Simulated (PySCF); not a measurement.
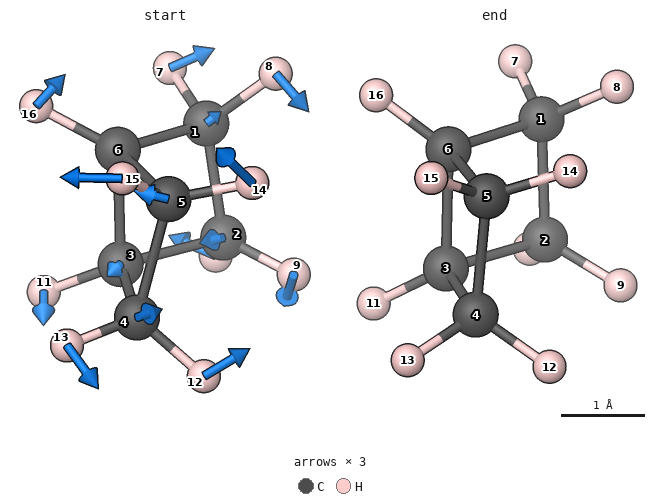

The structure of C6H10 before (left) and after (right) a relaxation, at one scale. The blue arrows give the displacements, magnified 3 times.

Style: ball-and-stick. Shown from a free direction.

The start comes from MMFF94s. Its atoms were then displaced at random by about 0.03 Å.

Method: PBE0-D3(BJ)/def2-SVP geometry optimisation, gas phase in PySCF 2.14.0, density-fitted response routines. 

### What changed between the two?

Over 15 geometry steps the energy falls by 30.7 kcal/mol. The atom that moves furthest after the best rigid fit is an H atom (0.30 Å). Largest moves by element: H 0.30 Å, C 0.15 Å. Some distances before and after: C–H 0.965 → 1.100 Å, C–C 1.673 → 1.538 Å, C–C 1.469 → 1.548 Å, C–H 1.157 → 1.100 Å. Bond angles that change, for instance: H–C–H 115.8° → 107.9°, C–C–H 124.2° → 117.3°, C–C–H 109.2° → 115.8°.
